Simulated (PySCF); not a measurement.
# BBrH5P: the cost of one run

The runs use PySCF 2.14.0, with density-fitted response routines of our own; the level of theory stands in each step. All values are computed, except where a source is named. Atoms count from 0, in the outputs and in this text.

## 1. The starting structure

8 atoms, charge 0, multiplicity 1; geometry from: PBE0-D3(BJ)/def2-SVP.

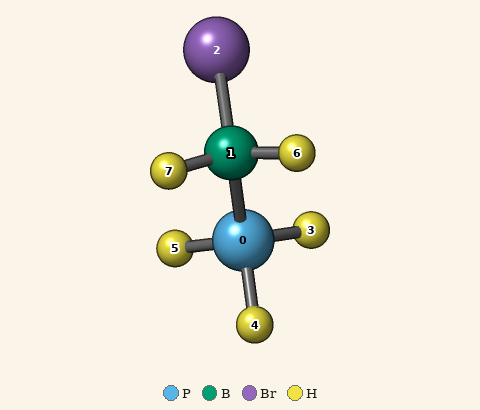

As it starts; phosphorus blue, boron teal, bromine purple, hydrogen yellow, atoms numbered.

## 2. TDDFT and polarisability: B3LYP/def2-SVPD

What the job is given:

```
{"job": {"kind": "uv", "xc": "B3LYP", "basis": "def2-SVPD", "ip": true}, "charge": 0, "multiplicity": 1}
P      0.372769     0.167782     0.503998
B     -1.482343    -0.419669     0.424378
Br    -2.459892     1.289620     0.868395
H      0.791256     0.694391     1.746901
H      1.404129    -0.769192     0.235306
H      0.715827     1.220742    -0.373958
H     -1.593727    -1.272238     1.281000
H     -1.662297    -0.788471    -0.717569
```

With the program's defaults for keys left out, this is: TDDFT B3LYP/def2-SVPD, vertical, gas phase, core orbitals frozen in the response.

Started as:

```
$ OMP_NUM_THREADS=1 python probes_run.py task.json out
```

One launch serves the whole session: the jobs run in the order shown.

Q: Estimate the wall time and peak memory of this first job on 1 thread of Arm Neoverse V1, shared host.

About 24 s, with a peak of 0.55 GiB.
